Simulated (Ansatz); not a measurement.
**Frequency calculation, with input and output: GeH₂F₄**

The run: frequency calculation of GeH₂F₄. Method and program: RKS r2SCAN-D4/def2-SVP (Ansatz 0.2.0).

It belongs to a series of runs on one base structure; here: vibrations at the highest image of the band. Figures and captions count atoms from 1; the log counts them from 0 in places.

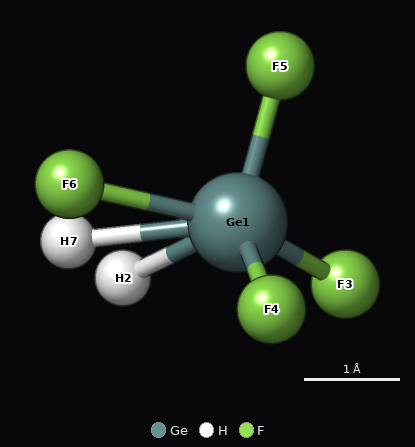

**Figure 1.** The structure as given in the input (ball-and-stick view, seen at a tilt; atoms are numbered from 1 in the order of the input). Sticks mark near contacts.

Input file
```yaml
crystal:
  periodic: [false, false, false]
  atoms:
    - { symbol: Ge, position_ang: [-0.263274, -0.00021, -0.01885] }
    - { symbol: H, position_ang: [0.064781, 0.001289, 1.720736] }
    - { symbol: F, position_ang: [1.456258, -0.000783, -0.165249] }
    - { symbol: F, position_ang: [-0.66457, 1.459353, -0.811082] }
    - { symbol: F, position_ang: [-0.664751, -1.458814, -0.8128] }
    - { symbol: F, position_ang: [-1.909331, -0.001247, 0.970583] }
    - { symbol: H, position_ang: [-0.90541, 0.000412, 1.720162] }
basis:
  gaussian: { orbitals: def2-SVP }
hamiltonian:
  xc: r2scan
  dispersion: d4
phonons: {}
```

Machine: 4 threads of AMD EPYC (Zen 3), 24 GiB of memory available, shared host.

Launched with:
```bash
ansatz run input.yaml --threads 4 --pin off --max-ram 5120MiB --backend cpu --events-out ev --progress --plain --runs-dir out
```

The program's output
```
Engine: ansatz 0.2.0, x86_64-unknown-linux-gnu
Functional definition: r2SCAN
  parameter k0 = 0.174
  parameter k1 = 0.065
  parameter a1 = 4.9479
  exchange = r2scan_x(k0 = k0, k1 = k1, a1 = a1)
  correlation = r2scan_c
1059 factors; their error is unknown
mean field evaluation 1: about -67393.8776 eV, gradient 6.0e1 eV
mean field evaluation 2: about -67378.3501 eV, gradient 1.2e2 eV
mean field evaluation 4: about -67399.2413 eV, gradient 4.3e0 eV
mean field evaluation 8: about -67399.2811 eV, gradient 5.0e-2 eV
mean field evaluation 16: about -67399.2081 eV, gradient 5.3e-5 eV
mean field -67399.20808169 eV, -2476.8752121781 hartree, gradient 4.7e-6 eV, S^2 0.000000; 0 other end points of the search recorded, 0 dependent functions left out
the calculation of the forces begins
reference -67399.20808953 eV, -2476.8752124662 hartree; 35, 35 occupied and 63, 63 virtual orbitals, 1059 factors
these checks for a lower state are left out or cut short: stability, starts, cluster_reference, orbital_swaps, neighbouring_geometries, increment
1059 factors; their error is unknown
mean field -67399.20794812 eV, -2476.8752072694 hartree, gradient 1.4e-6 eV, S^2 0.000000; 0 other end points of the search recorded, 0 dependent functions left out
[... from here on the field's lines of each further geometry are left out, up to the last ...]
the calculation of the forces begins
reference -67399.20806551 eV, -2476.8752115833 hartree; 35, 35 occupied and 63, 63 virtual orbitals, 1059 factors
these checks for a lower state are left out or cut short: stability, starts, cluster_reference, orbital_swaps, neighbouring_geometries, increment
1059 factors; their error is unknown
mean field -67399.20805188 eV, -2476.8752110826 hartree, gradient 1.4e-6 eV, S^2 0.000000; 0 other end points of the search recorded, 0 dependent functions left out
the calculation of the forces begins
reference -67399.20805972 eV, -2476.8752113707 hartree; 35, 35 occupied and 63, 63 virtual orbitals, 1059 factors
WARN: phonons: modes at or below zero, which the zero-point energy, F, S and C_V leave out: 1, the lowest at -1076.51 cm⁻¹. A minimum has none, and a first-order saddle one
Total energy: -67399.23411132 eV, -2476.8761687493 hartree
Atom 0 at    -0.263274    -0.000210    -0.018850 Å, force    -0.002019     0.000145     0.002635 eV/Å
Atom 1 at     0.064781     0.001289     1.720736 Å, force    -0.014024    -0.000058    -0.004831 eV/Å
Atom 2 at     1.456258    -0.000783    -0.165249 Å, force     0.014465     0.000018     0.007273 eV/Å
Atom 3 at    -0.664570     1.459353    -0.811082 Å, force    -0.002430    -0.014278    -0.003803 eV/Å
Atom 4 at    -0.664751    -1.458814    -0.812800 Å, force    -0.002402     0.014161    -0.003767 eV/Å
Atom 5 at    -1.909331    -0.001247     0.970583 Å, force    -0.030494     0.000068     0.001034 eV/Å
Atom 6 at    -0.905410     0.000412     1.720162 Å, force     0.036904    -0.000057     0.001459 eV/Å
Dipole moment:     0.004958     0.000136     0.490519 e Å
Vibrations: -1076.51 64.56 159.96 251.05 291.35 307.17 308.80 654.52 721.43 757.27 792.75 1074.92 1118.63 1739.00 2147.66 cm⁻¹, zero-point energy 0.644040 eV
```

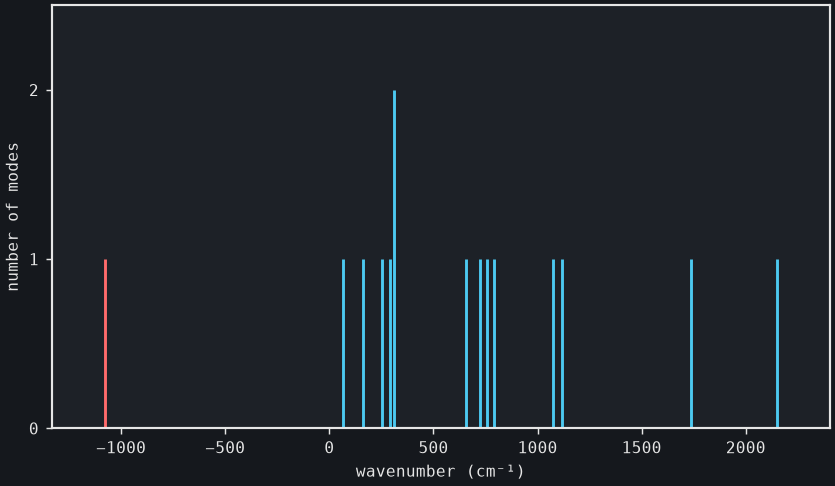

**Figure 2.** Harmonic vibrational wavenumbers from the force constants; neighbouring modes closer than 15 cm⁻¹ are counted in one stick, and imaginary ones are drawn at negative wavenumbers. 15 modes from 1077i to 2148 cm⁻¹, 1 imaginary beyond 8i (1077i cm⁻¹): a first-order saddle point, if the geometry is stationary.

Key numbers

- outcome: converged
- total energy: −67399.2341 eV
- mean-field energy: −67399.2081 eV
- largest force (length of the vector): 0.037 eV/Å
- wall time: 33 s (CPU time 2 min)
- peak memory: 0.18 GiB
